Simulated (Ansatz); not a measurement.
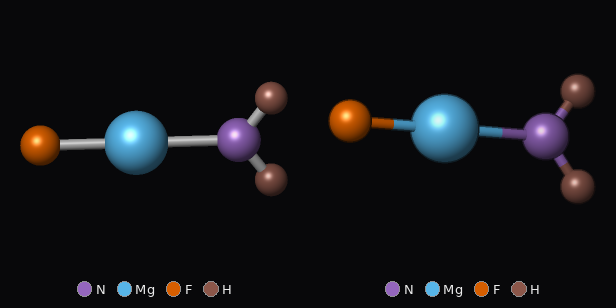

The same structure drawn twice, from different directions.

Computed geometry: PBE0-D4/def2-TZVP optimisation.

Description:

It has 5 atoms: 1 fluorine, 2 hydrogen, 1 magnesium and 1 nitrogen (FH2MgN). SMILES: `[NH2][Mg][F]`. All atoms lie on one plane. Coordination: 1 N trigonal planar; 1 Mg linear.

More results for the same structure follow; atom numbers are the same in all pictures, views and colours differ.

### Geometry

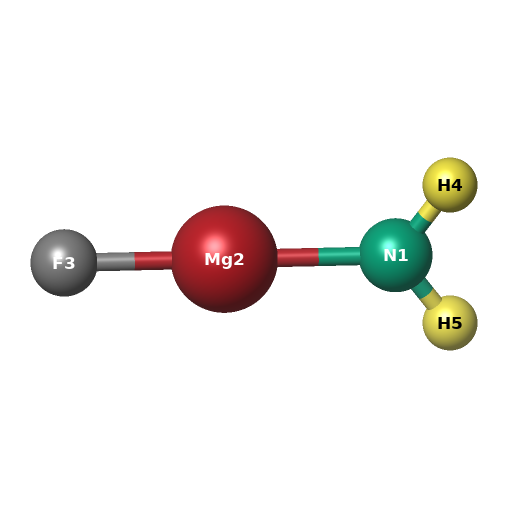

List the bonds and their lengths.

```json
{"bond": "N1–Mg2", "length (Å)": "1.876"}
{"bond": "N1–H4", "length (Å)": "1.009"}
{"bond": "N1–H5", "length (Å)": "1.009"}
{"bond": "Mg2–F3", "length (Å)": "1.755"}
```

### Levels of theory compared

Program: Ansatz 0.2.0.

At this fixed geometry, give HOMO energy (eV), HOMO–LUMO gap (eV) at these levels: BLYP-D4/def2-TZVPP; CAM-B3LYP-D4/def2-TZVPP; PBE0-D4/def2-QZVPP; PBE0-D4/def2-SVP; r2SCAN-D4/def2-TZVPP; revPBE-D4/def2-TZVPP; ωB97M-V/def2-TZVPP.

```
                  level  HOMO energy (eV)  HOMO–LUMO gap (eV)
     BLYP-D4/def2-TZVPP             −5.15                3.17
CAM-B3LYP-D4/def2-TZVPP             −8.09                7.54
     PBE0-D4/def2-QZVPP             −6.63                5.38
       PBE0-D4/def2-SVP             −6.46                5.35
   r2SCAN-D4/def2-TZVPP             −5.49                4.06
   revPBE-D4/def2-TZVPP             −5.17                3.34
     ωB97M-V/def2-TZVPP             −9.02                9.05
```

### Vibrations

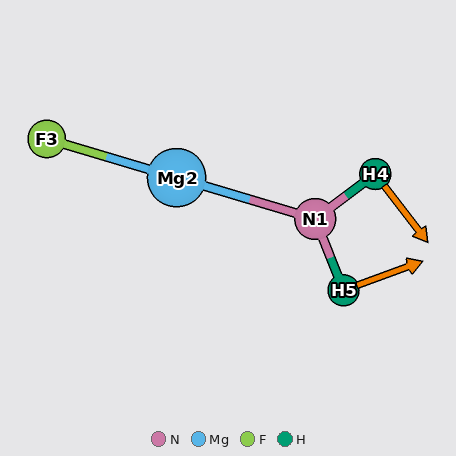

The arrows show one normal mode. Harmonic vibrations computed with RKS PBE0-D4/def2-TZVP (Ansatz 0.2.0) at a stationary point of the same level.

Describe the motion.

Mostly angle bending.

Estimate its harmonic wavenumber.

1557 cm⁻¹; it is mode 7 of 9 counted from the lowest.

### Dipole moment

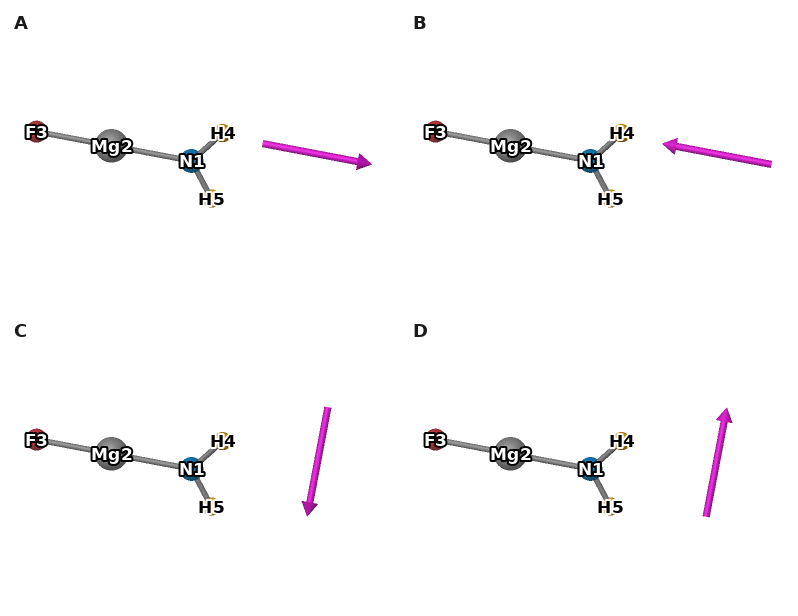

The same molecule four times, each with an arrow. Properties computed with RKS r2SCAN-D4/def2-TZVPP (Ansatz 0.2.0).

Which arrow points along the dipole moment, from the negative to the positive end?

A. The dipole moment is 2.16 D; it points from the side of F3 to the side of H4, H5 (the outermost atoms at the two ends).
